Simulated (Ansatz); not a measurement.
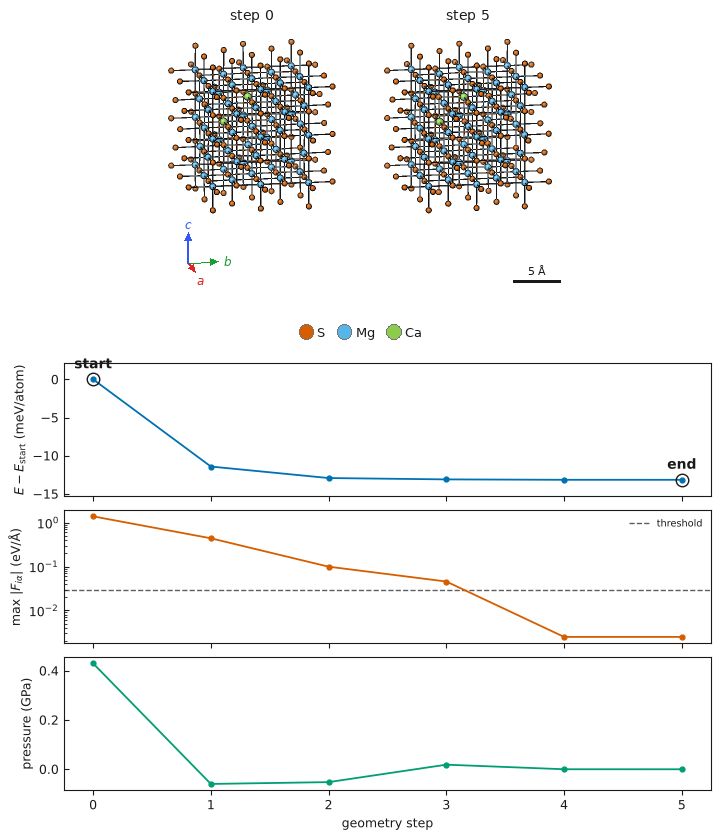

First and last geometry of a relaxation of crystalline S32Mg30Ca2 (a generated structure, set up in P1), with the history of the run. The picture is a ball-and-stick view of the cell of the calculation, seen slightly off an axis.

The calculation used DFT, PBEsol, PAW, plane waves in Ansatz. Set-up: plane-wave cutoff 420 eV; k-point mesh 1 × 1 × 1; mesh shifted by (0.25, 0.25, 0.25); no spin polarisation; cell relaxed at fixed shape; force threshold 0.03 eV/Å; at most 80 steps.

> Read the history and describe the run.

It converged. An S atom moves most relative to the cell: 0.14 Å along [0 −1 1]. Largest moves by element: S 0.14 Å, Mg 0.07 Å, Ca 0.04 Å. The volume changes by +0.3 %, with a = b = c 10.418 → 10.428 Å (+0.1 %). Among the contacts that change: Mg–S 2.660 → 2.512 Å, Mg–S 2.645 → 2.502 Å, Ca–S 2.567 → 2.701 Å, Ca–S 2.588 → 2.717 Å. Among the angles between lasting bonds that change: S–Mg–S 87.8° → 93.5°, Ca–S–Ca 91.8° → 86.8°, S–Mg–S 88.5° → 93.3°. The space group (tolerance 0.01 Å) goes from P1 (No. 1) to Cmmm (No. 65). The energy falls by 13.2 meV per atom in 5 geometry steps. Largest force component: 1.4 eV/Å at the start, 0.0025 eV/Å at the end. The pressure goes from 0.43 to 0.00 GPa. The run took 5.2 s on 1 × NVIDIA GB200 with 8 threads of Arm Neoverse-V2, peak memory 1.9 GiB.
